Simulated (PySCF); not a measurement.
# Ir: excitation energy in aug-cc-pVTZ-PP plus 1 even-tempered diffuse shell per l with ECP60

Each state of iridium is computed at each level; their differences give the excitation energy. How far do the methods differ?

Program: PySCF 2.14.0. Level of theory: unrestricted determinants in a Gaussian basis, no spin-orbit coupling in the energies. These are calculated values, not measurements, unless marked.

## 1. The atom as given

```
Element                                   : iridium (Z = 77)
Basis                                     : aug-cc-pVTZ-PP with one added diffuse shell each of s, p, d, f, g type with ECP60MDF (7s7p6d4f3g, 113 functions)
Hamiltonian                               : a scalar-relativistic core potential
State 1                                   : Ir: [Xe] 4f14 5d6 6s2 6p1, one real determinant (an excited configuration)
Needed too, but not shown                 : Ir [Xe] 4f14 5d7 6s2 (4F)
Methods                                   : UHF, LDA, PBE, PBE0, r2SCAN, B2PLYP, M06-2X, LC-wPBE, MP2
Core shells frozen in the correlated runs : valence: 5s2 5p6 (for Ir)
```

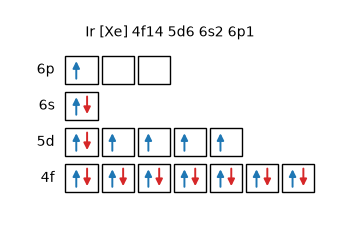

Outer shells as boxes.

The runs were made by one driver on top of PySCF. The scripts below sum up each run's settings (the driver also hands on starting orbitals that pick excited configurations, and frozen orbitals as a list rather than a count), and the logs come from the driver's own runs. The driver starts from symmetry-adapted Hartree-Fock orbitals, holds the occupation by maximum overlap and uses a logarithmic radial grid for functionals, so a plain start would take other cycles.

The integrals over 113 functions and the set-up took 3.9 s of CPU time.

## 2. Ir [Xe] 4f14 5d6 6s2 6p1, method by method

#### UHF

The input, input.py:

```python
from pyscf import gto, scf, dft, mp, cc
import basis_set_exchange as bse
txt = bse.get_basis("aug-cc-pVTZ-PP", elements=["Ir"], fmt="nwchem", header=False, augment_diffuse=1)
cut = txt.index("\nECP")
mol = gto.M(atom="Ir 0 0 0", charge=0, spin=5, symmetry="D2h",
            basis=gto.basis.parse(txt[:cut]),
            ecp={"Ir": gto.basis.parse_ecp(txt[cut:])})
mf = scf.UHF(mol)
mf.irrep_nelec = {'Ag': (4, 2), 'B1g': (1, 1), 'B2g': (1, 0), 'B3g': (1, 0), 'B1u': (2, 1), 'B2u': (1, 1), 'B3u': (1, 1)}
mf.kernel()
```

Log:

```text
damping factor = 0
level_shift factor = 0
DIIS = <class 'pyscf.scf.diis.CDIIS'>
diis_start_cycle = 1
diis_space = 10
diis_damp = 0
SCF conv_tol = 1e-09
SCF conv_tol_grad = None
number electrons alpha = 11  beta = 6
cycle= 1 E= -103.478644604129  delta_E= -0.00833  |g|= 0.0343  |ddm|= 0.082
cycle= 2 E= -103.481835705493  delta_E= -0.00319  |g|= 0.0252  |ddm|= 0.0736
cycle= 3 E= -103.485648150767  delta_E= -0.00381  |g|= 0.0268  |ddm|= 0.0889
cycle= 4 E= -103.476952353582  delta_E= 0.0087  |g|= 0.0235  |ddm|= 0.221
cycle= 5 E= -103.472178514019  delta_E= 0.00477  |g|= 0.0299  |ddm|= 0.18
cycle= 6 E= -103.472175321682  delta_E= 3.19e-06  |g|= 0.0302  |ddm|= 0.000619
cycle= 7 E= -103.470971275974  delta_E= 0.0012  |g|= 0.0234  |ddm|= 0.158
cycle= 8 E= -103.471234254668  delta_E= -0.000263  |g|= 0.00348  |ddm|= 0.0267
cycle= 9 E= -103.471243559833  delta_E= -9.31e-06  |g|= 0.00204  |ddm|= 0.0101
cycle= 10 E= -103.471244520721  delta_E= -9.61e-07  |g|= 0.000607  |ddm|= 0.00549
cycle= 11 E= -103.471244678761  delta_E= -1.58e-07  |g|= 9.84e-05  |ddm|= 0.0014
cycle= 12 E= -103.471244681871  delta_E= -3.11e-09  |g|= 4.13e-05  |ddm|= 0.000285
cycle= 13 E= -103.471244682338  delta_E= -4.67e-10  |g|= 2.91e-06  |ddm|= 9.4e-05
converged SCF energy = -103.471244682338  <S^2> = 8.7626352  2S+1 = 6.0042103
```

It used 7.4 s of CPU time after the integrals (shared host).

Orbital energies by shell (radii are means over both spins):

| shell | electrons | mean orbital energy (eV) | spread (eV) | rms radius (bohr) |
| --- | --- | --- | --- | --- |
| 5s α | 1 | -122.25 | 0 | 1.06 |
| 5s β | 1 | -116.35 | 0 | 1.06 |
| 5p α | 3 | -75.153 | 1.172 | 1.22 |
| 5p β | 3 | -67.005 | 1.505 | 1.22 |
| 5d α | 5 | -18.257 | 1.125 | 1.75 |
| 5d β | 1 | -14.429 | 0 | 1.75 |
| 6s α | 1 | -12.169 | 0 | 3.07 |
| 6s β | 1 | -8.664 | 0 | 3.07 |
| 6p α | 1 | -5.334 | 0 | 4.20 |

⟨S²⟩ = 8.763, ⟨L²⟩ = 8.57.

⟨L²⟩ = 8.57 against 12 for a pure F term, so this real determinant mixes terms. Energies and moments cover only the electrons outside the core potential. Spin-orbit coupling, absent here, splits the open shell strongly.

#### LDA

Changes to input.py:

```diff
@@ -7,3 +7,3 @@
             ecp={"Ir": gto.basis.parse_ecp(txt[cut:])})
-mf = scf.UHF(mol)
+mf = dft.UKS(mol, xc="LDA,VWN")
 mf.irrep_nelec = {'Ag': (4, 2), 'B1g': (1, 1), 'B2g': (1, 0), 'B3g': (1, 0), 'B1u': (2, 1), 'B2u': (1, 1), 'B3u': (1, 1)}
```

Log:

```text
damping factor = 0
level_shift factor = 0
DIIS = <class 'pyscf.scf.diis.CDIIS'>
diis_start_cycle = 1
diis_space = 10
diis_damp = 0
SCF conv_tol = 1e-09
SCF conv_tol_grad = None
number electrons alpha = 11  beta = 6
XC functionals = LDA,VWN
    P. A. M. Dirac.,  Math. Proc. Cambridge Philos. Soc. 26, 376 (1930)
    F. Bloch.,  Z. Phys. 57, 545 (1929)
    S. H. Vosko, L. Wilk, and M. Nusair.,  Can. J. Phys. 58, 1200 (1980)
cycle= 1 E= -104.022347968985  delta_E= -0.0117  |g|= 0.0445  |ddm|= 0.228
cycle= 2 E= -104.022665648279  delta_E= -0.000318  |g|= 0.0311  |ddm|= 0.0491
cycle= 3 E= -104.022964976602  delta_E= -0.000299  |g|= 0.00587  |ddm|= 0.0221
cycle= 4 E= -104.022971757207  delta_E= -6.78e-06  |g|= 0.00118  |ddm|= 0.0131
cycle= 5 E= -104.022972304214  delta_E= -5.47e-07  |g|= 0.000282  |ddm|= 0.00132
cycle= 6 E= -104.02297234565  delta_E= -4.14e-08  |g|= 3.45e-05  |ddm|= 0.000519
cycle= 7 E= -104.022972346313  delta_E= -6.63e-10  |g|= 2.35e-06  |ddm|= 5.39e-05
converged SCF energy = -104.022972346313  <S^2> = 8.7549366  2S+1 = 6.0016453
```

CPU time 2.3 s on a shared host, the integrals not counted.

#### PBE

Changes to input.py:

```diff
@@ -7,3 +7,3 @@
             ecp={"Ir": gto.basis.parse_ecp(txt[cut:])})
-mf = dft.UKS(mol, xc="LDA,VWN")
+mf = dft.UKS(mol, xc="PBE")
 mf.irrep_nelec = {'Ag': (4, 2), 'B1g': (1, 1), 'B2g': (1, 0), 'B3g': (1, 0), 'B1u': (2, 1), 'B2u': (1, 1), 'B3u': (1, 1)}
```

Log:

```text
damping factor = 0
level_shift factor = 0
DIIS = <class 'pyscf.scf.diis.CDIIS'>
diis_start_cycle = 1
diis_space = 10
diis_damp = 0
SCF conv_tol = 1e-09
SCF conv_tol_grad = None
number electrons alpha = 11  beta = 6
XC functionals = PBE
    J. P. Perdew, K. Burke, and M. Ernzerhof.,  Phys. Rev. Lett. 77, 3865 (1996)
    J. P. Perdew, K. Burke, and M. Ernzerhof.,  Phys. Rev. Lett. 78, 1396 (1997)
    J. P. Perdew, K. Burke, and M. Ernzerhof.,  Phys. Rev. Lett. 77, 3865 (1996)
    J. P. Perdew, K. Burke, and M. Ernzerhof.,  Phys. Rev. Lett. 78, 1396 (1997)
cycle= 1 E= -104.238818674074  delta_E= -0.00953  |g|= 0.031  |ddm|= 0.227
cycle= 2 E= -104.239231164346  delta_E= -0.000412  |g|= 0.0102  |ddm|= 0.0571
cycle= 3 E= -104.239193272219  delta_E= 3.79e-05  |g|= 0.00472  |ddm|= 0.0377
cycle= 4 E= -104.239200669533  delta_E= -7.4e-06  |g|= 0.00138  |ddm|= 0.00382
cycle= 5 E= -104.239201446802  delta_E= -7.77e-07  |g|= 7.42e-05  |ddm|= 0.00135
cycle= 6 E= -104.239201447389  delta_E= -5.87e-10  |g|= 3.09e-05  |ddm|= 0.000228
converged SCF energy = -104.239201447389  <S^2> = 8.7559037  2S+1 = 6.0019676
```

It used 3.2 s of CPU time after the integrals (shared host).

#### PBE0

Changes to input.py:

```diff
@@ -7,3 +7,3 @@
             ecp={"Ir": gto.basis.parse_ecp(txt[cut:])})
-mf = dft.UKS(mol, xc="PBE")
+mf = dft.UKS(mol, xc="PBE0")
 mf.irrep_nelec = {'Ag': (4, 2), 'B1g': (1, 1), 'B2g': (1, 0), 'B3g': (1, 0), 'B1u': (2, 1), 'B2u': (1, 1), 'B3u': (1, 1)}
```

Log:

```text
damping factor = 0
level_shift factor = 0
DIIS = <class 'pyscf.scf.diis.CDIIS'>
diis_start_cycle = 1
diis_space = 10
diis_damp = 0
SCF conv_tol = 1e-09
SCF conv_tol_grad = None
number electrons alpha = 11  beta = 6
XC functionals = PBE0
    C. Adamo and V. Barone.,  J. Chem. Phys. 110, 6158 (1999)
    M. Ernzerhof and G. E. Scuseria.,  J. Chem. Phys. 110, 5029 (1999)
cycle= 1 E= -104.219329668801  delta_E= -0.0228  |g|= 0.0526  |ddm|= 0.41
cycle= 2 E= -104.242289549101  delta_E= -0.023  |g|= 0.0566  |ddm|=  0.4
cycle= 3 E= -104.218924759487  delta_E= 0.0234  |g|= 0.137  |ddm|= 1.11
cycle= 4 E= -104.202213240088  delta_E= 0.0167  |g|= 0.0322  |ddm|= 0.653
cycle= 5 E= -104.203856594128  delta_E= -0.00164  |g|= 0.0796  |ddm|= 0.225
cycle= 6 E= -104.20210199877  delta_E= 0.00175  |g|= 0.0404  |ddm|= 0.208
cycle= 7 E= -104.202103115386  delta_E= -1.12e-06  |g|= 0.0364  |ddm|= 0.0684
cycle= 8 E= -104.20127349722  delta_E= 0.00083  |g|= 0.0586  |ddm|= 0.0544
cycle= 9 E= -104.202628150055  delta_E= -0.00135  |g|= 0.00654  |ddm|= 0.051
cycle= 10 E= -104.202641331947  delta_E= -1.32e-05  |g|= 0.000579  |ddm|= 0.0138
cycle= 11 E= -104.202640714022  delta_E= 6.18e-07  |g|= 0.000497  |ddm|= 0.00582
cycle= 12 E= -104.202640567095  delta_E= 1.47e-07  |g|= 0.000132  |ddm|= 0.00241
cycle= 13 E= -104.202640564624  delta_E= 2.47e-09  |g|= 1.13e-06  |ddm|= 0.000397
cycle= 14 E= -104.202640564624  delta_E= 7.11e-13  |g|= 8.25e-08  |ddm|= 3.91e-06
converged SCF energy = -104.202640564624  <S^2> = 8.7566901  2S+1 = 6.0022296
```

It used 10 s of CPU time after the integrals (shared host).

#### r2SCAN

Changes to input.py:

```diff
@@ -7,3 +7,3 @@
             ecp={"Ir": gto.basis.parse_ecp(txt[cut:])})
-mf = dft.UKS(mol, xc="PBE0")
+mf = dft.UKS(mol, xc="R2SCAN")
 mf.irrep_nelec = {'Ag': (4, 2), 'B1g': (1, 1), 'B2g': (1, 0), 'B3g': (1, 0), 'B1u': (2, 1), 'B2u': (1, 1), 'B3u': (1, 1)}
```

Log:

```text
damping factor = 0
level_shift factor = 0
DIIS = <class 'pyscf.scf.diis.CDIIS'>
diis_start_cycle = 1
diis_space = 10
diis_damp = 0
SCF conv_tol = 1e-09
SCF conv_tol_grad = None
number electrons alpha = 11  beta = 6
XC functionals = R2SCAN
    J. W. Furness, A. D. Kaplan, J. Ning, J. P. Perdew, and J. Sun.,  J. Phys. Chem. Lett. 11, 8208-8215 (2020)
    J. W. Furness, A. D. Kaplan, J. Ning, J. P. Perdew, and J. Sun.,  J. Phys. Chem. Lett. 11, 9248-9248 (2020)
    J. W. Furness, A. D. Kaplan, J. Ning, J. P. Perdew, and J. Sun.,  J. Phys. Chem. Lett. 11, 8208-8215 (2020)
    J. W. Furness, A. D. Kaplan, J. Ning, J. P. Perdew, and J. Sun.,  J. Phys. Chem. Lett. 11, 9248-9248 (2020)
cycle= 1 E= -104.252892372802  delta_E= -0.00543  |g|= 0.0686  |ddm|= 0.39
cycle= 2 E= -104.252155884979  delta_E= 0.000736  |g|= 0.0576  |ddm|= 0.175
cycle= 3 E= -104.253429090906  delta_E= -0.00127  |g|= 0.0157  |ddm|= 0.0622
cycle= 4 E= -104.253394626332  delta_E= 3.45e-05  |g|= 0.0025  |ddm|= 0.0392
cycle= 5 E= -104.253397261263  delta_E= -2.63e-06  |g|= 0.00116  |ddm|= 0.0077
cycle= 6 E= -104.253397189417  delta_E= 7.18e-08  |g|= 0.000111  |ddm|= 0.00377
cycle= 7 E= -104.253397194762  delta_E= -5.35e-09  |g|= 2.17e-05  |ddm|= 0.00048
cycle= 8 E= -104.253397195351  delta_E= -5.89e-10  |g|= 3.53e-06  |ddm|= 0.000151
converged SCF energy = -104.253397195351  <S^2> = 8.7606251  2S+1 = 6.0035407
```

CPU time 8.6 s on a shared host, the integrals not counted.

#### B2PLYP

Changes to input.py:

```diff
@@ -7,3 +7,3 @@
             ecp={"Ir": gto.basis.parse_ecp(txt[cut:])})
-mf = dft.UKS(mol, xc="R2SCAN")
+mf = dft.UKS(mol, xc="0.53*HF + 0.47*B88, 0.73*LYP")
 mf.irrep_nelec = {'Ag': (4, 2), 'B1g': (1, 1), 'B2g': (1, 0), 'B3g': (1, 0), 'B1u': (2, 1), 'B2u': (1, 1), 'B3u': (1, 1)}
```

Log:

```text
damping factor = 0
level_shift factor = 0
DIIS = <class 'pyscf.scf.diis.CDIIS'>
diis_start_cycle = 1
diis_space = 10
diis_damp = 0
SCF conv_tol = 1e-09
SCF conv_tol_grad = None
number electrons alpha = 11  beta = 6
XC functionals = 0.53*HF + 0.47*B88, 0.73*LYP
    A. D. Becke.,  Phys. Rev. A 38, 3098 (1988)
    C. Lee, W. Yang, and R. G. Parr.,  Phys. Rev. B 37, 785 (1988)
    B. Miehlich, A. Savin, H. Stoll, and H. Preuss.,  Chem. Phys. Lett. 157, 200 (1989)
cycle= 1 E= -103.948065544344  delta_E= -0.00731  |g|= 0.0233  |ddm|= 0.121
cycle= 2 E= -103.951723785542  delta_E= -0.00366  |g|= 0.0224  |ddm|= 0.116
cycle= 3 E= -103.95483081091  delta_E= -0.00311  |g|= 0.0259  |ddm|= 0.0839
cycle= 4 E= -103.949750478023  delta_E= 0.00508  |g|= 0.0212  |ddm|= 0.144
cycle= 5 E= -103.943200130555  delta_E= 0.00655  |g|= 0.048  |ddm|= 0.347
cycle= 6 E= -103.943310388294  delta_E= -0.00011  |g|= 0.0455  |ddm|= 0.0169
cycle= 7 E= -103.9434184661  delta_E= -0.000108  |g|= 0.0428  |ddm|= 0.00371
cycle= 8 E= -103.94421296834  delta_E= -0.000795  |g|= 0.00279  |ddm|= 0.0405
cycle= 9 E= -103.944216508288  delta_E= -3.54e-06  |g|= 9.44e-05  |ddm|= 0.00361
cycle= 10 E= -103.944216478544  delta_E= 2.97e-08  |g|= 0.000112  |ddm|= 0.000988
cycle= 11 E= -103.944216483982  delta_E= -5.44e-09  |g|= 1.9e-05  |ddm|= 0.00016
cycle= 12 E= -103.944216484117  delta_E= -1.35e-10  |g|= 4.24e-06  |ddm|= 3.07e-05
converged SCF energy = -103.944216484117  <S^2> = 8.757713  2S+1 = 6.0025704
```

CPU time 12 s on a shared host, the integrals not counted.

Script and log cover the SCF part. The PT2 part, added by the driver, -0.24895 hartree before scaling by 0.27, brings the total to -104.011433 hartree.

#### M06-2X

Changes to input.py:

```diff
@@ -7,3 +7,3 @@
             ecp={"Ir": gto.basis.parse_ecp(txt[cut:])})
-mf = dft.UKS(mol, xc="0.53*HF + 0.47*B88, 0.73*LYP")
+mf = dft.UKS(mol, xc="M062X")
 mf.irrep_nelec = {'Ag': (4, 2), 'B1g': (1, 1), 'B2g': (1, 0), 'B3g': (1, 0), 'B1u': (2, 1), 'B2u': (1, 1), 'B3u': (1, 1)}
```

Log:

```text
damping factor = 0
level_shift factor = 0
DIIS = <class 'pyscf.scf.diis.CDIIS'>
diis_start_cycle = 1
diis_space = 10
diis_damp = 0
SCF conv_tol = 1e-09
SCF conv_tol_grad = None
number electrons alpha = 11  beta = 6
XC functionals = M062X
    Y. Zhao and D. G. Truhlar.,  Theor. Chem. Acc. 120, 215 (2008)
    Y. Zhao and D. G. Truhlar.,  Theor. Chem. Acc. 120, 215 (2008)
cycle= 1 E= -104.11648220251  delta_E= -0.0148  |g|= 0.0341  |ddm|= 0.284
cycle= 2 E= -104.126712066822  delta_E= -0.0102  |g|= 0.038  |ddm|= 0.219
cycle= 3 E= -104.130382762707  delta_E= -0.00367  |g|= 0.0407  |ddm|= 0.0734
cycle= 4 E= -104.130519201697  delta_E= -0.000136  |g|= 0.0402  |ddm|= 0.00297
cycle= 5 E= -104.080418974801  delta_E= 0.0501  |g|= 0.289  |ddm|= 1.14
cycle= 6 E= -104.145976138457  delta_E= -0.0656  |g|= 0.0777  |ddm|= 1.22
cycle= 7 E= -104.069848001947  delta_E= 0.0761  |g|= 0.29  |ddm|= 1.22
cycle= 8 E= -104.076443305168  delta_E= -0.0066  |g|= 0.276  |ddm|= 0.115
cycle= 9 E= -104.07779443243  delta_E= -0.00135  |g|= 0.273  |ddm|= 0.0732
cycle= 10 E= -104.081741040118  delta_E= -0.00395  |g|= 0.263  |ddm|= 0.0323
[... 79 lines left out ...]
cycle= 25 E= -104.108737144456  delta_E= 1.03e-07  |g|= 0.000269  |ddm|= 0.000441
cycle= 26 E= -104.108737085469  delta_E= 5.9e-08  |g|= 0.000204  |ddm|= 0.000346
cycle= 27 E= -104.108737052975  delta_E= 3.25e-08  |g|= 0.000153  |ddm|= 0.000257
cycle= 28 E= -104.10873703472  delta_E= 1.83e-08  |g|= 0.000116  |ddm|= 0.000193
cycle= 29 E= -104.108737024331  delta_E= 1.04e-08  |g|= 8.74e-05  |ddm|= 0.000145
cycle= 30 E= -104.108737018411  delta_E= 5.92e-09  |g|= 6.61e-05  |ddm|= 0.00011
cycle= 31 E= -104.108737015014  delta_E= 3.4e-09  |g|= 5e-05  |ddm|= 8.33e-05
cycle= 32 E= -104.108737013074  delta_E= 1.94e-09  |g|= 3.77e-05  |ddm|= 6.32e-05
cycle= 33 E= -104.108737011969  delta_E= 1.1e-09  |g|= 2.84e-05  |ddm|= 4.79e-05
cycle= 34 E= -104.108737011346  delta_E= 6.23e-10  |g|= 2.13e-05  |ddm|= 3.61e-05
converged SCF energy = -104.108737011346  <S^2> = 8.771766  2S+1 = 6.0072509
```

It used 1.8 min of CPU time after the integrals (shared host).

#### LC-wPBE

Changes to input.py:

```diff
@@ -7,3 +7,3 @@
             ecp={"Ir": gto.basis.parse_ecp(txt[cut:])})
-mf = dft.UKS(mol, xc="M062X")
+mf = dft.UKS(mol, xc="LC_WPBE")
 mf.irrep_nelec = {'Ag': (4, 2), 'B1g': (1, 1), 'B2g': (1, 0), 'B3g': (1, 0), 'B1u': (2, 1), 'B2u': (1, 1), 'B3u': (1, 1)}
```

Log:

```text
damping factor = 0
level_shift factor = 0
DIIS = <class 'pyscf.scf.diis.CDIIS'>
diis_start_cycle = 1
diis_space = 10
diis_damp = 0
SCF conv_tol = 1e-09
SCF conv_tol_grad = None
number electrons alpha = 11  beta = 6
XC functionals = LC_WPBE
    O. A. Vydrov and G. E. Scuseria.,  J. Chem. Phys. 125, 234109 (2006)
cycle= 1 E= -104.228194743701  delta_E= -0.00949  |g|= 0.0297  |ddm|= 0.126
cycle= 2 E= -104.231070828342  delta_E= -0.00288  |g|= 0.0225  |ddm|= 0.0815
cycle= 3 E= -104.233994225937  delta_E= -0.00292  |g|= 0.0254  |ddm|= 0.0757
cycle= 4 E= -104.232918539676  delta_E= 0.00108  |g|= 0.0241  |ddm|= 0.0263
cycle= 5 E= -104.225719159658  delta_E= 0.0072  |g|= 0.0311  |ddm|= 0.333
cycle= 6 E= -104.225973136207  delta_E= -0.000254  |g|= 0.0206  |ddm|= 0.0209
cycle= 7 E= -104.226115050406  delta_E= -0.000142  |g|= 0.00471  |ddm|= 0.0342
cycle= 8 E= -104.226124015002  delta_E= -8.96e-06  |g|= 0.00115  |ddm|= 0.00488
cycle= 9 E= -104.226124588371  delta_E= -5.73e-07  |g|= 0.000163  |ddm|= 0.00151
cycle= 10 E= -104.226124596075  delta_E= -7.7e-09  |g|= 4.8e-05  |ddm|= 0.000488
cycle= 11 E= -104.226124597246  delta_E= -1.17e-09  |g|= 4.19e-06  |ddm|= 8.54e-05
cycle= 12 E= -104.226124597256  delta_E= -1.04e-11  |g|= 1.28e-06  |ddm|= 1.56e-05
converged SCF energy = -104.226124597256  <S^2> = 8.7573239  2S+1 = 6.0024408
```

CPU time 13 s on a shared host, the integrals not counted.

#### MP2 (valence)

Changes to input.py:

```diff
@@ -7,4 +7,5 @@
             ecp={"Ir": gto.basis.parse_ecp(txt[cut:])})
-mf = dft.UKS(mol, xc="LC_WPBE")
+mf = scf.UHF(mol)
 mf.irrep_nelec = {'Ag': (4, 2), 'B1g': (1, 1), 'B2g': (1, 0), 'B3g': (1, 0), 'B1u': (2, 1), 'B2u': (1, 1), 'B3u': (1, 1)}
 mf.kernel()
+mp.UMP2(mf, frozen=4).kernel()
```

The driver printed no log here.

It used 2.5 s of CPU time after the integrals (shared host).

With 9 electrons correlated, the MP2 correlation energy is -0.20801 hartree (-0.09005 same spin, -0.11796 opposite spin); the SCS form gives -0.17157. Largest pairs of shells: 5d-5d -0.0987, 5d-6s -0.0678, 6s-6s -0.0144, 6s-6p -0.0144, 5d-6p -0.0127.

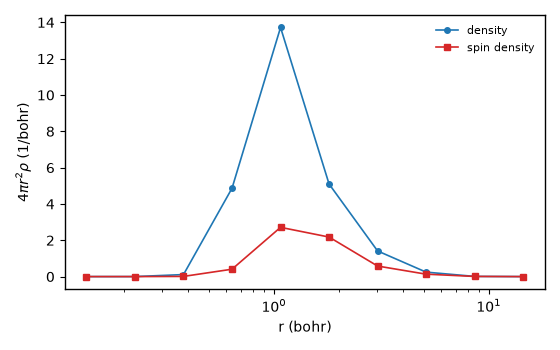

Radial density 4πr²ρ of Ir at UHF, the electrons outside the core potential, at 10 stored radii joined by straight lines.

## 3. The energy differences

Excitation energy: Ir [Xe] 4f14 5d7 6s2 (4F) → Ir [Xe] 4f14 5d6 6s2 6p1 (high-spin determinant).

| method | value (eV) |
| --- | --- |
| UHF | 4.225 |
| LDA | 5.553 |
| PBE | 5.549 |
| PBE0 | 5.357 |
| r2SCAN | 5.453 |
| B2PLYP | 5.437 |
| M06-2X | 5.296 |
| LC-wPBE | 5.016 |
| MP2 (valence) | 5.314 |
| SCS-MP2 (valence) | 5.544 |

The determinant of Ir mixes LS terms, which raises its energy at the Hartree-Fock and MP2 levels.

The differences also use runs on Ir [Xe] 4f14 5d7 6s2 (4F), which are not shown here.

## 4. What came out

```
                                     quantity                              value
excitation energy, Ir → [Xe] 4f14 5d6 6s2 6p1  UHF 4.225, MP2 (valence) 5.314 eV
```

**Reading.** The methods span 1.328 eV, from UHF (4.225) to LDA (5.553). No reference value is at hand in this session. The basis is finite, and no extrapolation was made.
